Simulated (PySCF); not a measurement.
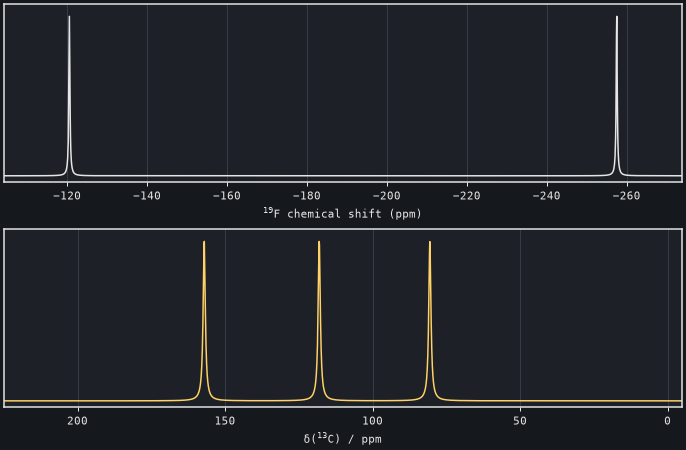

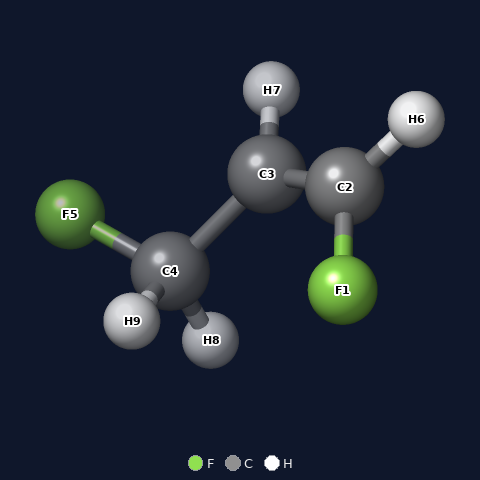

Spectrum and numbered structure of C₃H₄F₂, SMILES F/C=C\CF. GIAO shifts, PBE0/pcSseg-1 with PySCF 2.14.0, at a GFN2-xTB geometry (no frequency check), against CFCl₃ for ¹⁹F and TMS for ¹³C computed at the same level (¹⁹F: this reference is a hard case for the method, so all values can be off together by tens of ppm, and differences between signals are safer). Gas phase, fully decoupled, line heights follow the number of nuclei, widths are arbitrary (no quadrupolar broadening); values of one conformer, averaged over nuclei that symmetry or rotation about single bonds exchange, these motions taken as fast; other conformers aren't averaged in.

> Assign the ¹⁹F signals to the numbered atoms.

```tsv
δ (ppm)	nuclei	atoms
−120.6	1	F1
−257.5	1	F5
```

> Which atoms give which ¹³C line?

```tsv
δ (ppm)	nuclei	atoms
157.1	1	C2
118.1	1	C3
80.6	1	C4
```

Known limits of this run: the tight-binding geometry is rougher than a DFT one and adds to the error.
